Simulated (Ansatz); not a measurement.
**BSi₃H₉: geometry relaxation (part 2 of 2)**

The same run, continued: BSi₃H₉, SMILES B[SiH]([SiH3])[SiH3]; RKS PBE0-D4/def2-TZVP (Ansatz 0.2.0). The geometry: PBE-D4/def2-SVP start.

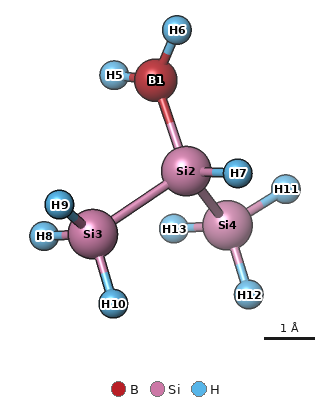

Figure 1. The geometry at step 11 of the log (ball-and-stick view, seen at a tilt; atoms are numbered from 1 in the order of the input).

Trajectory as extended XYZ, continued
```
13
Properties=species:S:1:pos:R:3:forces:R:3 step=6 energy=-24444.60156
B    -0.3079    1.8708   -1.0416    0.0137   0.0035   0.0001
Si    0.4443    0.0736   -0.6397   -0.0018  -0.0020  -0.0046
Si    1.3944    0.0791    1.5038   -0.0033  -0.0021   0.0003
Si   -1.3563   -1.4242   -0.4897    0.0034  -0.0032   0.0046
H    -1.0854    2.3514   -0.2694   -0.0005   0.0025  -0.0085
H    -0.0304    2.4925   -2.0244   -0.0088  -0.0068   0.0148
H     1.4343   -0.4485   -1.6254   -0.0015   0.0005   0.0005
H     0.3641    0.4984    2.4913    0.0015  -0.0008  -0.0014
H     2.5466    1.0167    1.5908   -0.0036  -0.0018  -0.0033
H     1.8699   -1.2864    1.8555   -0.0013   0.0052  -0.0014
H    -2.1181   -1.4964   -1.7656    0.0029   0.0013   0.0001
H    -0.8578   -2.7868   -0.1595   -0.0015   0.0035  -0.0007
H    -2.2770   -0.9748    0.5887    0.0008   0.0003  -0.0007
13
Properties=species:S:1:pos:R:3:forces:R:3 step=7 energy=-24444.60143 accepted=F
B    -0.3010    1.8727   -1.0353   -0.0144  -0.0420  -0.0313
Si    0.4406    0.0688   -0.6408   -0.0023   0.0066   0.0165
Si    1.3939    0.0822    1.5017    0.0048  -0.0002  -0.0171
Si   -1.3601   -1.4284   -0.4893    0.0079   0.0119  -0.0092
H    -1.0921    2.3424   -0.2714    0.0009   0.0227   0.0107
H    -0.0129    2.5015   -2.0101    0.0054   0.0054   0.0202
H     1.4317   -0.4534   -1.6249    0.0039  -0.0016  -0.0025
H     0.3677    0.5013    2.4926   -0.0089   0.0023   0.0031
H     2.5418    1.0254    1.5773    0.0047   0.0014   0.0049
H     1.8771   -1.2793    1.8566    0.0015  -0.0034   0.0010
H    -2.1169   -1.4970   -1.7679   -0.0062  -0.0046  -0.0062
H    -0.8657   -2.7919   -0.1594    0.0058  -0.0040   0.0018
H    -2.2837   -0.9789    0.5855   -0.0032   0.0055   0.0081
13
Properties=species:S:1:pos:R:3:forces:R:3 step=8 energy=-24444.60161
B    -0.3054    1.8716   -1.0389    0.0065  -0.0067  -0.0079
Si    0.4420    0.0716   -0.6400   -0.0032   0.0009   0.0005
Si    1.3938    0.0804    1.5025   -0.0008  -0.0013  -0.0041
Si   -1.3578   -1.4265   -0.4895    0.0045   0.0025   0.0011
H    -1.0874    2.3504   -0.2705   -0.0016   0.0051  -0.0001
H    -0.0217    2.4962   -2.0177   -0.0033  -0.0016   0.0106
H     1.4323   -0.4502   -1.6254    0.0010  -0.0001  -0.0012
H     0.3649    0.4993    2.4914   -0.0018   0.0004   0.0006
H     2.5443    1.0202    1.5852   -0.0002   0.0003  -0.0003
H     1.8725   -1.2835    1.8551    0.0001   0.0005   0.0002
H    -2.1178   -1.4982   -1.7664   -0.0007  -0.0005  -0.0019
H    -0.8599   -2.7889   -0.1590    0.0006  -0.0006   0.0006
H    -2.2794   -0.9768    0.5877   -0.0014   0.0011   0.0018
13
Properties=species:S:1:pos:R:3:forces:R:3 step=9 energy=-24444.60163
B    -0.3034    1.8721   -1.0368    0.0060  -0.0068  -0.0093
Si    0.4396    0.0696   -0.6407   -0.0040   0.0026   0.0017
Si    1.3933    0.0815    1.5010    0.0007   0.0005  -0.0049
Si   -1.3594   -1.4288   -0.4891    0.0046   0.0041  -0.0017
H    -1.0888    2.3498   -0.2714   -0.0024   0.0040   0.0024
H    -0.0121    2.5007   -2.0107   -0.0021  -0.0011   0.0085
H     1.4306   -0.4514   -1.6257    0.0013  -0.0009  -0.0018
H     0.3651    0.4997    2.4908   -0.0030   0.0007   0.0015
H     2.5420    1.0236    1.5805    0.0010   0.0010   0.0012
H     1.8751   -1.2809    1.8546    0.0003  -0.0017   0.0004
H    -2.1181   -1.5009   -1.7667   -0.0023  -0.0014  -0.0022
H    -0.8615   -2.7909   -0.1579    0.0013  -0.0026   0.0015
H    -2.2818   -0.9788    0.5871   -0.0016   0.0016   0.0026
13
Properties=species:S:1:pos:R:3:forces:R:3 step=10 energy=-24444.60166
B    -0.3004    1.8730   -1.0340    0.0023  -0.0040  -0.0113
Si    0.4366    0.0671   -0.6422   -0.0035   0.0051  -0.0012
Si    1.3925    0.0833    1.4984    0.0015  -0.0003  -0.0029
Si   -1.3612   -1.4319   -0.4889    0.0026   0.0046  -0.0008
H    -1.0909    2.3487   -0.2724   -0.0010   0.0014   0.0037
H     0.0011    2.5076   -2.0008   -0.0004  -0.0017   0.0073
H     1.4280   -0.4531   -1.6272    0.0018  -0.0006  -0.0011
H     0.3644    0.5000    2.4889   -0.0029   0.0007   0.0017
H     2.5390    1.0282    1.5757    0.0009   0.0010   0.0012
H     1.8781   -1.2775    1.8529    0.0007  -0.0028   0.0009
H    -2.1195   -1.5063   -1.7666   -0.0018  -0.0010  -0.0017
H    -0.8632   -2.7933   -0.1554    0.0016  -0.0035   0.0019
H    -2.2840   -0.9802    0.5864   -0.0018   0.0010   0.0023
13
Properties=species:S:1:pos:R:3:forces:R:3 step=11 energy=-24444.60168
B    -0.2975    1.8741   -1.0321    0.0069   0.0063  -0.0049
Si    0.4338    0.0647   -0.6457   -0.0048   0.0044  -0.0024
Si    1.3904    0.0842    1.4947    0.0043   0.0041  -0.0001
Si   -1.3624   -1.4349   -0.4871   -0.0007   0.0021  -0.0051
H    -1.0927    2.3469   -0.2735   -0.0016  -0.0034   0.0008
H     0.0167    2.5174   -1.9892   -0.0025  -0.0062   0.0056
H     1.4262   -0.4543   -1.6303    0.0002  -0.0013   0.0003
H     0.3615    0.4989    2.4852   -0.0023   0.0000   0.0009
H     2.5341    1.0327    1.5707    0.0008   0.0000   0.0022
H     1.8802   -1.2748    1.8502   -0.0001  -0.0029  -0.0006
H    -2.1204   -1.5132   -1.7649   -0.0020  -0.0018   0.0002
H    -0.8639   -2.7954   -0.1500    0.0016  -0.0026   0.0019
H    -2.2856   -0.9809    0.5868    0.0002   0.0014   0.0014
13
Properties=species:S:1:pos:R:3:forces:R:3 step=12 energy=-24444.60169
B    -0.2962    1.8748   -1.0314    0.0004   0.0079  -0.0064
Si    0.4331    0.0644   -0.6471   -0.0006   0.0049  -0.0046
Si    1.3900    0.0844    1.4932    0.0018   0.0020   0.0033
Si   -1.3625   -1.4355   -0.4868   -0.0026  -0.0002  -0.0019
H    -1.0938    2.3462   -0.2742    0.0018  -0.0046   0.0003
H     0.0209    2.5205   -1.9859   -0.0008  -0.0059   0.0060
H     1.4259   -0.4544   -1.6316   -0.0007  -0.0006   0.0007
H     0.3597    0.4978    2.4830   -0.0002  -0.0004   0.0006
H     2.5331    1.0336    1.5711   -0.0005  -0.0005   0.0003
H     1.8801   -1.2747    1.8483   -0.0001  -0.0015  -0.0005
H    -2.1217   -1.5167   -1.7638    0.0003  -0.0004   0.0014
H    -0.8632   -2.7952   -0.1473    0.0006  -0.0010   0.0011
H    -2.2851   -0.9798    0.5872    0.0007   0.0003  -0.0002
13
Properties=species:S:1:pos:R:3:forces:R:3 step=13 energy=-24444.60170
B    -0.2960    1.8754   -1.0319   -0.0016   0.0072  -0.0028
Si    0.4335    0.0650   -0.6484   -0.0003   0.0024  -0.0048
Si    1.3893    0.0840    1.4926    0.0013   0.0004   0.0039
Si   -1.3617   -1.4352   -0.4863   -0.0034  -0.0012   0.0004
H    -1.0942    2.3456   -0.2746    0.0026  -0.0044  -0.0008
H     0.0215    2.5220   -1.9855    0.0000  -0.0038   0.0030
H     1.4261   -0.4542   -1.6329   -0.0005   0.0005   0.0015
H     0.3580    0.4964    2.4820    0.0009  -0.0007  -0.0007
H     2.5325    1.0329    1.5728   -0.0012  -0.0008  -0.0004
H     1.8787   -1.2757    1.8464    0.0000   0.0000  -0.0002
H    -2.1221   -1.5187   -1.7625    0.0017   0.0002   0.0020
H    -0.8617   -2.7943   -0.1448   -0.0002   0.0007   0.0002
H    -2.2834   -0.9778    0.5878    0.0007  -0.0006  -0.0013
13
Properties=species:S:1:pos:R:3:forces:R:3 step=14 energy=-24444.60170
B    -0.2946    1.8767   -1.0319   -0.0079   0.0029  -0.0029
Si    0.4330    0.0654   -0.6505    0.0026   0.0003  -0.0001
Si    1.3881    0.0834    1.4910    0.0012   0.0015   0.0031
Si   -1.3613   -1.4354   -0.4850   -0.0038  -0.0017  -0.0019
H    -1.0956    2.3443   -0.2757    0.0044  -0.0022  -0.0006
H     0.0255    2.5258   -1.9828    0.0020  -0.0014   0.0024
H     1.4263   -0.4538   -1.6343   -0.0014   0.0001   0.0012
H     0.3560    0.4943    2.4803    0.0016  -0.0009  -0.0011
H     2.5306    1.0331    1.5727   -0.0009  -0.0011   0.0001
H     1.8782   -1.2764    1.8440   -0.0003   0.0009  -0.0007
H    -2.1221   -1.5219   -1.7608    0.0013  -0.0003   0.0024
H    -0.8607   -2.7937   -0.1408   -0.0002   0.0022  -0.0003
H    -2.2829   -0.9764    0.5886    0.0015  -0.0003  -0.0017
13
Properties=species:S:1:pos:R:3:forces:R:3 step=15 energy=-24444.60171
B    -0.2955    1.8766   -1.0327   -0.0007   0.0032   0.0031
Si    0.4331    0.0658   -0.6504    0.0015  -0.0014  -0.0007
Si    1.3884    0.0834    1.4912   -0.0014   0.0006   0.0020
Si   -1.3613   -1.4350   -0.4851   -0.0009  -0.0020   0.0004
H    -1.0956    2.3441   -0.2757    0.0011  -0.0014  -0.0019
H     0.0249    2.5256   -1.9833   -0.0002  -0.0004  -0.0009
H     1.4266   -0.4537   -1.6338   -0.0012   0.0002   0.0000
H     0.3562    0.4937    2.4805    0.0016  -0.0005  -0.0005
H     2.5310    1.0326    1.5736   -0.0008  -0.0007  -0.0006
H     1.8780   -1.2768    1.8433    0.0000   0.0010  -0.0005
H    -2.1222   -1.5224   -1.7608    0.0013   0.0002   0.0014
H    -0.8602   -2.7929   -0.1402   -0.0009   0.0015  -0.0004
H    -2.2829   -0.9756    0.5882    0.0006  -0.0003  -0.0014
```

This output came from the following input.

Input
```yaml
crystal:
  periodic: [false, false, false]
  atoms:
    - {symbol: B, position_ang: [-0.323384, 1.873983, -1.061856]}
    - {symbol: Si, position_ang: [0.483273, 0.096283, -0.660474]}
    - {symbol: Si, position_ang: [1.393832, 0.061679, 1.516197]}
    - {symbol: Si, position_ang: [-1.340315, -1.404182, -0.486142]}
    - {symbol: H, position_ang: [-1.079748, 2.359434, -0.240917]}
    - {symbol: H, position_ang: [-0.123561, 2.480709, -2.097114]}
    - {symbol: H, position_ang: [1.474944, -0.453733, -1.654913]}
    - {symbol: H, position_ang: [0.330079, 0.492359, 2.490346]}
    - {symbol: H, position_ang: [2.571756, 0.991256, 1.642217]}
    - {symbol: H, position_ang: [1.842875, -1.332124, 1.868117]}
    - {symbol: H, position_ang: [-2.124802, -1.483905, -1.768129]}
    - {symbol: H, position_ang: [-0.830081, -2.779823, -0.146933]}
    - {symbol: H, position_ang: [-2.254369, -0.936537, 0.614301]}
basis:
  gaussian: {orbitals: def2-TZVP}
hamiltonian: {xc: pbe0, dispersion: d4}
relax: {f_tol: 0.005, max_steps: 150}
```

Launch command:
```bash
ansatz run in.yaml --threads 4 --pin off --events-out ev --progress --plain --max-ram 10444MiB
```

Results in brief

| quantity | value |
| --- | --- |
| outcome | converged |
| total energy | −24444.6018 eV |
| mean-field energy | −24444.3303 eV |
| dispersion energy | −0.2715 eV |
| SCF solution under orbital rotations | stable |
| largest force (length of the vector) at the end | 0.005 eV/Å |
| dipole moment | 0.16 D |
| hardware | 4 threads of Arm Neoverse V2, 23 GiB of memory available, shared host |
| wall time | 42 s (CPU time 2.6 min) |
| peak memory | 0.55 GiB |
